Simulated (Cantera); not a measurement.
Input: 1 mol (CH₃)₂SiCl₂, 0.34 mol C₃H₈, a varied amount of H₂, 0.9 mol HCl, at 1448 K and 0.00250 bar.

Method: chemical equilibrium by Gibbs-energy minimisation in Cantera with the NASA 1993 tables (ideal gas, pure condensed phases). Candidate condensed phases: C, C₆H₆, C₇H₈, C₈H₁₈, Si, SiC; 109 gas species. The feed counts by its element totals alone. The tables' values for SiCl₃ are old estimates; treat these amounts as uncertain. Rates play no part.

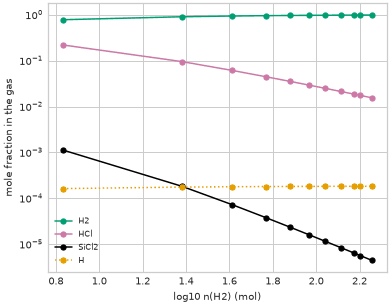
*Equilibrium gas composition (values under 1e-9 drawn at 1e-9)*

From 6.8 mol H₂ to 180 mol H₂ the condensed part is C(graphite) + SiC(s). The main Si-bearing gas is SiCl₂ throughout.
